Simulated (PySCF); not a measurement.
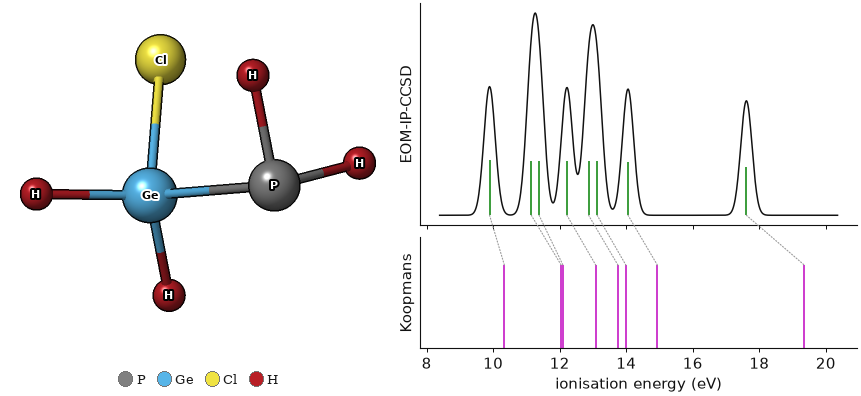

Valence photoelectron lines of GePH₄Cl, SMILES [PH2][GeH2][Cl], singlet: vertical EOM-IP-CCSD/aug-cc-pVDZ (frozen core, PySCF, at a PBE0-D3(BJ)/def2-SVP geometry (no frequency check); 8 lines, one for each of the 8 highest orbitals, so a line of a deeper orbital can be missing among them) above, Hartree-Fock orbital energies with the sign turned below, non-relativistic; dotted lines join each line to its leading orbital. Stick heights are one-hole weights (summed over degenerate lines), not cross-sections; Gaussian width 0.40 eV.

Question: What is the first vertical ionisation energy, and how far is Koopmans' value off?

Answer: 9.89 eV from the HOMO; Koopmans gives 10.34 eV, 0.45 eV too high.

Question: List the lines.

Answer:
| hole | EOM-IP-CCSD (eV) | Koopmans (eV) | one-hole weight |
| --- | --- | --- | --- |
| HOMO | 9.89 | 10.34 | 0.95 |
| HOMO-1 | 11.15 | 12.04 | 0.95 |
| HOMO-2 | 11.38 | 12.10 | 0.95 |
| HOMO-3 | 12.22 | 13.08 | 0.95 |
| HOMO-4 | 12.87 | 13.75 | 0.94 |
| HOMO-5 | 13.13 | 13.99 | 0.94 |
| HOMO-6 | 14.05 | 14.94 | 0.94 |
| HOMO-7 | 17.61 | 19.35 | 0.85 |

Note: small basis, so the lines can lie some tenths of an eV too low.
